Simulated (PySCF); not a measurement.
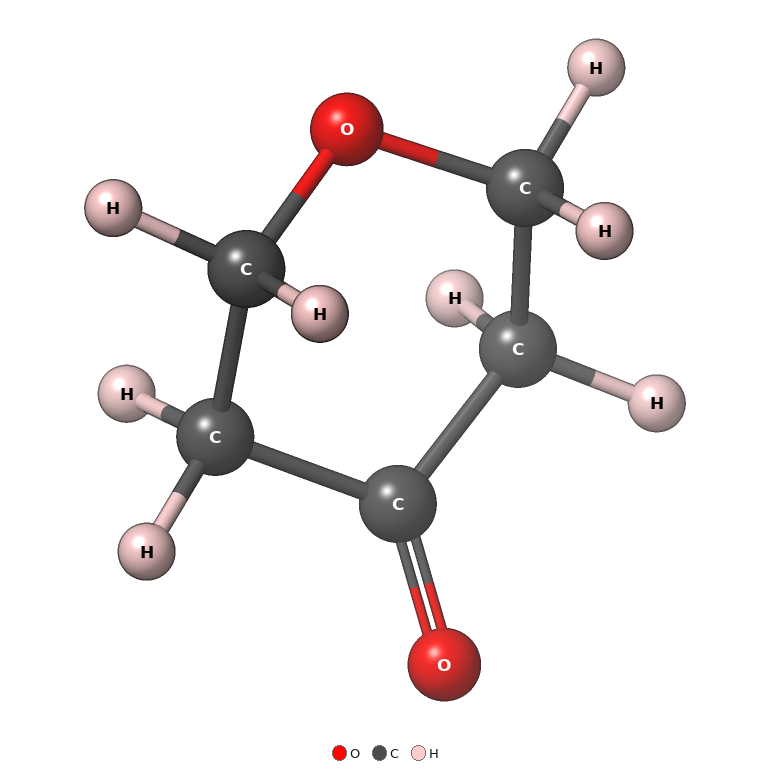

Distant atoms are faded towards the background colour. Computed geometry: PBE0-D3(BJ)/def2-SVP optimisation. No frequency run is at hand to confirm it as a minimum.

List the symmetry elements and name the point group.

It has 1 mirror plane, so the point group is Cs. The group has 2 operations. The geometry is achiral, and symmetry allows a dipole moment.
